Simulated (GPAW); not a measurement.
CH3FGa: property calculation

System: CH3FGa, multiplicity 2, SMILES [CH3][Ga][F].
Method: PBE/dzp, UKS, scalar-relativistic datasets (GPAW 26.7.0).

The geometry comes from this level: GFN2-xTB.

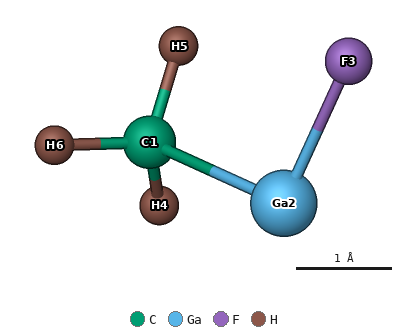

**Figure 1.** The input geometry (ball-and-stick view, seen at a tilt; atoms are numbered from 1 in the order of the input). Sticks mark near contacts. Bond lengths as drawn: C–Ga 2.23 Å, C–H 1.08 Å and F–Ga 1.81 Å.

**Input file (mol_sp.py)**
```python
import numpy as np
from ase import Atoms
from ase.units import Debye
from gpaw import GPAW

# Atomic positions
system = Atoms("CGaFHHH",
    positions=[[ -0.528970,   0.394560,  -0.327200],
               [  0.352900,  -1.356450,   0.732210],
               [  2.096370,  -0.987630,   1.024040],
               [ -1.223220,   0.038170,  -1.080130],
               [  0.325230,   0.899760,  -0.764910],
               [ -1.022310,   1.011600,   0.415980]])
system.center(vacuum=4.5)
system.set_initial_magnetic_moments([0.333333, 0.333333, 0.333333, 0.0, 0.0, 0.0])

# Calculator
gpaw_calc = GPAW(mode="lcao",
                 occupations={"name": "fermi-dirac", "width": 0.0, "fixmagmom": True},
                 symmetry="off",
                 basis="dzp",
                 xc="PBE",
                 h=0.18,
                 maxiter=150,
                 txt="-")
system.calc = gpaw_calc

energy = system.get_potential_energy()
print(f"Energy = {energy:.5f} eV")
forces = system.get_forces()
print("Forces (eV/Ang)")
for symbol, f in zip(system.symbols, forces):
    print(f'{symbol:2} {f[0]:9.4f} {f[1]:9.4f} {f[2]:9.4f}')
dipole = system.get_dipole_moment() / Debye
print(f"Dipole: {np.linalg.norm(dipole):.3f} D")
print("Moments:", system.get_magnetic_moments().round(3))
```

Run as:
```bash
OMP_NUM_THREADS=1 python mol_sp.py
```

**Output**
```
__  _  _
 | _ |_)|_||  |
 |__||  | ||/\| - 26.7.0

units:  Angstrom and eV
cores:  1
OpenMP: False

Versions:
  Python: 3.12.14
  ASE:    3.29.0
  Numpy:  2.5.5
  Scipy:  1.18.1
  Libxc:  7.0.0

        _gpaw.cpython-312-aarch64-linux-gnu.so

Input parameters:
  mode=LCAO(),
  basis={'default': 'dzp'},
  h=0.18,
  maxiter=150,
  occupations=Occupations(name='fermi-dirac', width=0.0, fixmagmom=True),
  symmetry=Symmetry(point_group=False, time_reversal=False),
  xc=XC(name='PBE')
        .-----------------------------.
       /|                             |
      / |                             |
     /  |                             |
    /   |                             |
   /    |                             |
  /     |                             |
 *      |                             |
 |      |                             |
 |      |        H                    |
 |      |          Ga  F              |
 |      |        C  H                 |
 |      |       H                     |
 |      |                             |
 |      .-----------------------------.
 |     /                             /
 |    /                             /
 |   /                             /
 |  /                             /
 | /                             /
 |/                             /
 *-----------------------------*

Atoms  # Å, Bohr magnetons
|   | symbol |        x |        y |        z |    initial magnetic moments |
|---|--------|----------|----------|----------|-----------------------------|
| 0 |      C | 5.194250 | 6.251010 | 5.252930 | ( 0.0000,  0.0000,  0.3333) |
| 1 |     Ga | 6.076120 | 4.500000 | 6.312340 | ( 0.0000,  0.0000,  0.3333) |
| 2 |      F | 7.819590 | 4.868820 | 6.604170 | ( 0.0000,  0.0000,  0.3333) |
| 3 |      H | 4.500000 | 5.894620 | 4.500000 | ( 0.0000,  0.0000,  0.0000) |
| 4 |      H | 6.048450 | 6.756210 | 4.815220 | ( 0.0000,  0.0000,  0.0000) |
| 5 |      H | 4.700910 | 6.868050 | 5.996110 | ( 0.0000,  0.0000,  0.0000) |

Unit cell  # Å
| periodic |         x |         y |         z |   lengths |    angles |
|----------|-----------|-----------|-----------|-----------|-----------|
|       no | 12.319590 |  0.000000 |  0.000000 | 12.319590 | 90.000000 |
|       no |  0.000000 | 11.368050 |  0.000000 | 11.368050 | 90.000000 |
|       no |  0.000000 |  0.000000 | 11.104170 | 11.104170 | 90.000000 |

Number of symmetries: 1
Symmetry operations  # r_c * U_cc + t_c -> r_c
|   | kind |            matrix            |
|---|------|------------------------------|
| 0 |  E   |  1, 0, 0,  0, 1, 0,  0, 0, 1 |

BZ-sampling:
  Number of BZ points: 1
  Number of IBZ points: 1

  Monkhorst-Pack size: [1, 1, 1]
  Monkhorst-Pack shift: [0, 0, 0]

K-points  # in reciprocal-cell coordinates
|   |                                coordinates |     weight |
|---|--------------------------------------------|------------|
| 0 | (  0.00000000,   0.00000000,   0.00000000) | 1.00000000 |

basis functions: 54
Spin-components: 2 (collinear spins)
Bands:           15
Projectors:      24
Spin-degeneracy: 1
Datatype:        <class 'float'>

  Storage: CPU
  Wave functions: 12_960 bytes (12_960 per core)

Parallelization:
  kpt:    1
  domain: 1
  band:   1

Density:
  Valence electrons: 17.0
  Components: 2
  Grid points: [68 64 60]
  Charge: 0.0  # |e|

Potential:
  Grid points: [68 64 60]

species:
  C:
    name:    Carbon
    Z:       6.0
    valence: 4
    core:    2
    charge:  0.0  # [|e|]
    file:    C.PBE.gz
    compensation charges:
      type: gauss
      rc: 0.20  # [Å]
      lmax: 2
    cutoffs:
      filter: 1.14  # [Å]
      core: 1.14  # [Å]
    projectors
    | kind |    occ | energy [eV] | rcut [Å] |
    |------|--------|-------------|----------|
    |   2s |  2.000 |     -13.751 |    0.635 |
    |   2p |  2.000 |      -5.284 |    0.635 |
    |    s |        |      13.461 |    0.635 |
    |    p |        |      21.927 |    0.635 |
    |    d |        |       0.000 |    0.635 |

    LCAO basis set for C:
      Name: dzp
      File: C.dzp.basis.gz
      Number of radial functions: 5
      Number of spherical harmonics: 13
        l=0, rc=5.5469 Bohr: 2s-sz confined orbital
        l=1, rc=6.6719 Bohr: 2p-sz confined orbital
        l=0, rc=3.0312 Bohr: 2s-dz split-valence wave
        l=1, rc=3.7500 Bohr: 2p-dz split-valence wave
        l=2, rc=6.6719 Bohr: d-type Gaussian polarization
      Number of RI-basis functions 0

  Ga:
    name:    Gallium
    Z:       31.0
    valence: 3
    core:    28
    charge:  0.0  # [|e|]
    file:    Ga.PBE.gz
    compensation charges:
      type: gauss
      rc: 0.37  # [Å]
      lmax: 2
    cutoffs:
      filter: 2.06  # [Å]
      core: 4.17  # [Å]
    projectors
    | kind |    occ | energy [eV] | rcut [Å] |
    |------|--------|-------------|----------|
    |   4s |  2.000 |      -8.945 |    1.164 |
    |   4p |  1.000 |      -2.580 |    1.164 |
    |    s |        |      18.266 |    1.164 |
    |    p |        |      24.631 |    1.164 |
    |    d |        |       0.000 |    1.164 |

    LCAO basis set for Ga:
      Name: dzp
      File: Ga.dzp.basis.gz
      Number of radial functions: 5
      Number of spherical harmonics: 13
        l=0, rc=7.2656 Bohr: 4s-sz confined orbital
        l=1, rc=10.3438 Bohr: 4p-sz confined orbital
        l=0, rc=4.1406 Bohr: 4s-dz split-valence wave
        l=1, rc=6.0938 Bohr: 4p-dz split-valence wave
        l=2, rc=10.3438 Bohr: d-type Gaussian polarization
      Number of RI-basis functions 0

  F:
    name:    Fluorine
    Z:       9.0
    valence: 7
    core:    2
    charge:  0.0  # [|e|]
    file:    F.PBE.gz
    compensation charges:
      type: gauss
      rc: 0.20  # [Å]
      lmax: 2
    cutoffs:
      filter: 1.14  # [Å]
      core: 0.74  # [Å]
    projectors
    | kind |    occ | energy [eV] | rcut [Å] |
    |------|--------|-------------|----------|
    |   2s |  2.000 |     -29.898 |    0.635 |
    |   2p |  5.000 |     -11.110 |    0.635 |
    |    s |        |      -2.687 |    0.635 |
    |    p |        |      16.102 |    0.635 |
    |    d |        |       0.000 |    0.635 |

    LCAO basis set for F:
      Name: dzp
      File: F.dzp.basis.gz
      Number of radial functions: 5
      Number of spherical harmonics: 13
        l=0, rc=3.8594 Bohr: 2s-sz confined orbital
        l=1, rc=4.8750 Bohr: 2p-sz confined orbital
        l=0, rc=2.0156 Bohr: 2s-dz split-valence wave
        l=1, rc=2.6094 Bohr: 2p-dz split-valence wave
        l=2, rc=4.8750 Bohr: d-type Gaussian polarization
      Number of RI-basis functions 0

  H:
    name:    Hydrogen
    Z:       1.0
    valence: 1
    core:    0
    charge:  0.0  # [|e|]
    file:    H.PBE.gz
    compensation charges:
      type: gauss
      rc: 0.15  # [Å]
      lmax: 2
    cutoffs:
      filter: 0.85  # [Å]
      core: 0.53  # [Å]
    projectors
    | kind |    occ | energy [eV] | rcut [Å] |
    |------|--------|-------------|----------|
    |   1s |  1.000 |      -6.494 |    0.476 |
    |    s |        |      20.717 |    0.476 |
    |    p |        |       0.000 |    0.476 |

    LCAO basis set for H:
      Name: dzp
      File: H.dzp.basis.gz
      Number of radial functions: 3
      Number of spherical harmonics: 5
        l=0, rc=6.4219 Bohr: 1s-sz confined orbital
        l=0, rc=3.6094 Bohr: 1s-dz split-valence wave
        l=1, rc=6.4219 Bohr: p-type Gaussian polarization
      Number of RI-basis functions 0

Reference energy: -56663.850916  # eV

eigensolver:
  <gpaw.new.lcao.eigensolver.LCAOEigensolver object at 0xecb1e8c81cd0>
density mixing:
  MSR1-Mixer
  Pratt-step length: 0.05
  Maximum mixing coefficient: 0.75
  Old densities: 10
  SVD Regularization: 0.005
  Good broyden scale: 1.0
  Trust region scale: 1.0
  Backstep threshold: 4.0
  History deletion threshold: 6.0
  Fourier metric: weight=20.0, sigma=0.015

occupation numbers:
  Fixed magnetic moment: 1.000
  # Zero width

FastPoissonSolver using
    Stencil: 6*3+1=19 point O(h^6) finite-difference Laplacian
    FFT axes: []
    FST axes: [np.int64(2), np.int64(1), np.int64(0)]

xc functional:
  name: PBE with 2 nearest neighbor stencil
interpolation: tri-quintic # 5. degree polynomial

        .-----------------------------.
       /|                             |
      / |                             |
     /  |                             |
    /   |                             |
   /    |                             |
  /     |                             |
 *      |                             |
 |      |                             |
 |      |        H                    |
 |      |          Ga  F              |
 |      |        C  H                 |
 |      |       H                     |
 |      |                             |
 |      .-----------------------------.
 |     /                             /
 |    /                             /
 |   /                             /
 |  /                             /
 | /                             /
 |/                             /
 *-----------------------------*

Atoms  # Å, Bohr magnetons
|   | symbol |        x |        y |        z |    initial magnetic moments |
|---|--------|----------|----------|----------|-----------------------------|
| 0 |      C | 5.194250 | 6.251010 | 5.252930 | ( 0.0000,  0.0000,  0.3333) |
| 1 |     Ga | 6.076120 | 4.500000 | 6.312340 | ( 0.0000,  0.0000,  0.3333) |
| 2 |      F | 7.819590 | 4.868820 | 6.604170 | ( 0.0000,  0.0000,  0.3333) |
| 3 |      H | 4.500000 | 5.894620 | 4.500000 | ( 0.0000,  0.0000,  0.0000) |
| 4 |      H | 6.048450 | 6.756210 | 4.815220 | ( 0.0000,  0.0000,  0.0000) |
| 5 |      H | 4.700910 | 6.868050 | 5.996110 | ( 0.0000,  0.0000,  0.0000) |

Unit cell  # Å
| periodic |         x |         y |         z |   lengths |    angles |
|----------|-----------|-----------|-----------|-----------|-----------|
|       no | 12.319590 |  0.000000 |  0.000000 | 12.319590 | 90.000000 |
|       no |  0.000000 | 11.368050 |  0.000000 | 11.368050 | 90.000000 |
|       no |  0.000000 |  0.000000 | 11.104170 | 11.104170 | 90.000000 |

Number of symmetries: 1
Symmetry operations  # r_c * U_cc + t_c -> r_c
|   | kind |            matrix            |
|---|------|------------------------------|
| 0 |  E   |  1, 0, 0,  0, 1, 0,  0, 0, 1 |

BZ-sampling:
  Number of BZ points: 1
  Number of IBZ points: 1

  Monkhorst-Pack size: [1, 1, 1]
  Monkhorst-Pack shift: [0, 0, 0]

K-points  # in reciprocal-cell coordinates
|   |                                coordinates |     weight |
|---|--------------------------------------------|------------|
| 0 | (  0.00000000,   0.00000000,   0.00000000) | 1.00000000 |

basis functions: 54
Spin-components: 2 (collinear spins)
Bands:           15
Projectors:      24
Spin-degeneracy: 1
Datatype:        <class 'float'>

  Storage: CPU
  Wave functions: 12_960 bytes (12_960 per core)

Parallelization:
  kpt:    1
  domain: 1
  band:   1

Density:
  Valence electrons: 17.0
  Components: 2
  Grid points: [68 64 60]
  Charge: 0.0  # |e|

Potential:
  Grid points: [68 64 60]

species:
  C:
    name:    Carbon
    Z:       6.0
    valence: 4
    core:    2
    charge:  0.0  # [|e|]
    file:    C.PBE.gz
    compensation charges:
      type: gauss
      rc: 0.20  # [Å]
      lmax: 2
    cutoffs:
      filter: 1.14  # [Å]
      core: 1.14  # [Å]
    projectors
    | kind |    occ | energy [eV] | rcut [Å] |
    |------|--------|-------------|----------|
    |   2s |  2.000 |     -13.751 |    0.635 |
    |   2p |  2.000 |      -5.284 |    0.635 |
    |    s |        |      13.461 |    0.635 |
    |    p |        |      21.927 |    0.635 |
    |    d |        |       0.000 |    0.635 |

    LCAO basis set for C:
      Name: dzp
      File: C.dzp.basis.gz
      Number of radial functions: 5
      Number of spherical harmonics: 13
        l=0, rc=5.5469 Bohr: 2s-sz confined orbital
        l=1, rc=6.6719 Bohr: 2p-sz confined orbital
        l=0, rc=3.0312 Bohr: 2s-dz split-valence wave
        l=1, rc=3.7500 Bohr: 2p-dz split-valence wave
        l=2, rc=6.6719 Bohr: d-type Gaussian polarization
      Number of RI-basis functions 0

  Ga:
    name:    Gallium
    Z:       31.0
    valence: 3
    core:    28
    charge:  0.0  # [|e|]
    file:    Ga.PBE.gz
    compensation charges:
      type: gauss
      rc: 0.37  # [Å]
      lmax: 2
    cutoffs:
      filter: 2.06  # [Å]
      core: 4.17  # [Å]
    projectors
    | kind |    occ | energy [eV] | rcut [Å] |
    |------|--------|-------------|----------|
    |   4s |  2.000 |      -8.945 |    1.164 |
    |   4p |  1.000 |      -2.580 |    1.164 |
    |    s |        |      18.266 |    1.164 |
    |    p |        |      24.631 |    1.164 |
    |    d |        |       0.000 |    1.164 |

    LCAO basis set for Ga:
      Name: dzp
      File: Ga.dzp.basis.gz
      Number of radial functions: 5
      Number of spherical harmonics: 13
        l=0, rc=7.2656 Bohr: 4s-sz confined orbital
        l=1, rc=10.3438 Bohr: 4p-sz confined orbital
        l=0, rc=4.1406 Bohr: 4s-dz split-valence wave
        l=1, rc=6.0938 Bohr: 4p-dz split-valence wave
        l=2, rc=10.3438 Bohr: d-type Gaussian polarization
      Number of RI-basis functions 0

  F:
    name:    Fluorine
    Z:       9.0
    valence: 7
    core:    2
    charge:  0.0  # [|e|]
    file:    F.PBE.gz
    compensation charges:
      type: gauss
      rc: 0.20  # [Å]
      lmax: 2
    cutoffs:
      filter: 1.14  # [Å]
      core: 0.74  # [Å]
    projectors
    | kind |    occ | energy [eV] | rcut [Å] |
    |------|--------|-------------|----------|
    |   2s |  2.000 |     -29.898 |    0.635 |
    |   2p |  5.000 |     -11.110 |    0.635 |
    |    s |        |      -2.687 |    0.635 |
    |    p |        |      16.102 |    0.635 |
    |    d |        |       0.000 |    0.635 |

    LCAO basis set for F:
      Name: dzp
      File: F.dzp.basis.gz
      Number of radial functions: 5
      Number of spherical harmonics: 13
        l=0, rc=3.8594 Bohr: 2s-sz confined orbital
        l=1, rc=4.8750 Bohr: 2p-sz confined orbital
        l=0, rc=2.0156 Bohr: 2s-dz split-valence wave
        l=1, rc=2.6094 Bohr: 2p-dz split-valence wave
        l=2, rc=4.8750 Bohr: d-type Gaussian polarization
      Number of RI-basis functions 0

  H:
    name:    Hydrogen
    Z:       1.0
    valence: 1
    core:    0
    charge:  0.0  # [|e|]
    file:    H.PBE.gz
    compensation charges:
      type: gauss
      rc: 0.15  # [Å]
      lmax: 2
    cutoffs:
      filter: 0.85  # [Å]
      core: 0.53  # [Å]
    projectors
    | kind |    occ | energy [eV] | rcut [Å] |
    |------|--------|-------------|----------|
    |   1s |  1.000 |      -6.494 |    0.476 |
    |    s |        |      20.717 |    0.476 |
    |    p |        |       0.000 |    0.476 |

    LCAO basis set for H:
      Name: dzp
      File: H.dzp.basis.gz
      Number of radial functions: 3
      Number of spherical harmonics: 5
        l=0, rc=6.4219 Bohr: 1s-sz confined orbital
        l=0, rc=3.6094 Bohr: 1s-dz split-valence wave
        l=1, rc=6.4219 Bohr: p-type Gaussian polarization
      Number of RI-basis functions 0

Reference energy: -56663.850916  # eV

eigensolver:
  <gpaw.new.lcao.eigensolver.LCAOEigensolver object at 0xecb1e8cb3290>
density mixing:
  MSR1-Mixer
  Pratt-step length: 0.05
  Maximum mixing coefficient: 0.75
  Old densities: 10
  SVD Regularization: 0.005
  Good broyden scale: 1.0
  Trust region scale: 1.0
  Backstep threshold: 4.0
  History deletion threshold: 6.0
  Fourier metric: weight=20.0, sigma=0.015

occupation numbers:
  Fixed magnetic moment: 1.000
  # Zero width

FastPoissonSolver using
    Stencil: 6*3+1=19 point O(h^6) finite-difference Laplacian
    FFT axes: []
    FST axes: [np.int64(2), np.int64(1), np.int64(0)]

xc functional:
  name: PBE with 2 nearest neighbor stencil
interpolation: tri-quintic # 5. degree polynomial

Initialization done in: 4.469 s

convergence criteria:
- Maximum [total energy] change in last 3 cyles: 0.0005 eV / valence electron
- Maximum integral of absolute [dens]ity change: 0.0001 electrons / valence electron
- Maximum integral of absolute [eigenst]ate change: 4e-08 eV^2 / valence electron
maximum number of iterations: 150

SCF iterations
|iter     |     time |      energy | eigst |  dens |  magmom |
|---------|----------|-------------|-------|-------|---------|
|iter:   1| 00:00:04 |  -26.859943 |      c|       |  +0.9987|
|iter:   2| 00:00:05 |  -26.231870 |      c| -0.58 |  +0.9988|
|iter:   3| 00:00:06 |  -24.506398 |      c| -0.63 |  +0.9995|
|iter:   4| 00:00:07 |  -24.488112 |      c| -1.09 |  +0.9997|
|iter:   5| 00:00:08 |  -24.488409 |      c| -1.41 |  +0.9999|
|iter:   6| 00:00:09 |  -24.484120c|      c| -1.92 |  +1.0000|
|iter:   7| 00:00:10 |  -24.484634c|      c| -2.35 |  +1.0000|
|iter:   8| 00:00:11 |  -24.484755c|      c| -2.76 |  +1.0000|
|iter:   9| 00:00:12 |  -24.484764c|      c| -3.35 |  +1.0000|
|iter:  10| 00:00:13 |  -24.484765c|      c| -3.73 |  +1.0000|
|iter:  11| 00:00:14 |  -24.484765c|      c| -4.48c|  +1.0000|

Converged in 11 steps
SCF loop duration: 10.041 s (0.913 s/step)
Energy contributions relative to reference atoms: (reference = -56663.850916)

Energy contributions:
  Kinetic:          37.912575
  Coulomb:         -37.515990
  Zero:              0.390796
  External:          0.000000
  Xc:              -25.272146
  Entropy:           0.000000
  Spinorbit:         0.000000
  ----------------------------
  Free energy:     -24.484765
  Extrapolated:    -24.484765

dipole moment: (-0.488420, 0.000800, -0.130335)  # |e|*Ang

Total magnetic moment: (0.000000, 0.000000, 0.999996)

Local magnetic moments
|        x |        y |         z |
|----------|----------|-----------|
| 0.000000 | 0.000000 |  0.145990 |  # C    0
| 0.000000 | 0.000000 |  0.205578 |  # Ga   1
| 0.000000 | 0.000000 |  0.060435 |  # F    2
| 0.000000 | 0.000000 | -0.001947 |  # H    3
| 0.000000 | 0.000000 |  0.001442 |  # H    4
| 0.000000 | 0.000000 | -0.000957 |  # H    5

Fermi levels: -4.994, -3.897
Eigenvalues  # (at kpt = [0.000, 0.000, 0.000])
| band index |      eig [eV] | occ [0-1] |      eig [eV] | occ [0-1] |
|------------|---------------|-----------|---------------|-----------|
|          0 |       -26.962 |     1.000 |       -26.825 |     1.000 |
|          1 |       -17.172 |     1.000 |       -16.820 |     1.000 |
|          2 |       -10.572 |     1.000 |       -10.303 |     1.000 |
|          3 |       -10.124 |     1.000 |        -9.992 |     1.000 |
|          4 |       -10.085 |     1.000 |        -9.919 |     1.000 |
|          5 |        -8.205 |     1.000 |        -8.019 |     1.000 |
|          6 |        -8.077 |     1.000 |        -7.958 |     1.000 |
|          7 |        -7.638 |     1.000 |        -7.222 |     1.000 |
|          8 |        -4.994 |     1.000 |        -3.897 |     0.000 |
|          9 |        -1.911 |     0.000 |        -1.530 |     0.000 |
|         10 |         0.506 |     0.000 |         0.806 |     0.000 |
|         11 |         0.855 |     0.000 |         1.361 |     0.000 |
|         12 |         2.738 |     0.000 |         3.026 |     0.000 |
|         13 |         3.575 |     0.000 |         3.700 |     0.000 |
|         14 |         3.732 |     0.000 |         3.876 |     0.000 |

Gap: 2.228 eV
Transition (v -> c):
  (s=1, k=0, n=7, [0.00, 0.00, 0.00]) -> (s=0, k=0, n=8, [0.00, 0.00, 0.00])
No difference between direct/indirect transitions
vacuum-level: 0.000  # V
Energy = -24.48477 eV

Forces  # eV/Ang
|        x |        y |        z |
|----------|----------|----------|
|  0.45415 | -1.08655 |  0.59059 |  # C    0
| -1.87435 |  0.52208 | -0.72793 |  # Ga   1
|  1.61811 |  0.32611 |  0.22698 |  # F    2
| -0.56372 | -0.40705 | -0.54544 |  # H    3
|  0.80637 |  0.32738 | -0.30527 |  # H    4
| -0.39392 |  0.39946 |  0.72893 |  # H    5

Force computation time: 0.317  # s
Forces (eV/Ang)
C     0.4541   -1.0865    0.5906
Ga   -1.8744    0.5221   -0.7279
F     1.6181    0.3261    0.2270
H    -0.5637   -0.4071   -0.5454
H     0.8064    0.3274   -0.3053
H    -0.3939    0.3995    0.7289
Dipole: 2.428 D
Moments: [ 0.146  0.206  0.06  -0.002  0.001 -0.001]
```

**Results in brief**

```json
{"quantity": "outcome", "value": "converged"}
{"quantity": "energy relative to the program's reference atoms", "value": "−24.4848 eV"}
{"quantity": "basis functions", "value": "54"}
{"quantity": "largest force", "value": "2.077 eV/Å"}
{"quantity": "dipole moment", "value": "2.43 D"}
{"quantity": "hardware", "value": "1 thread of Arm Neoverse V2, 112 GiB of memory available, shared host"}
{"quantity": "wall time", "value": "15 s"}
{"quantity": "peak memory", "value": "0.94 GiB"}
```
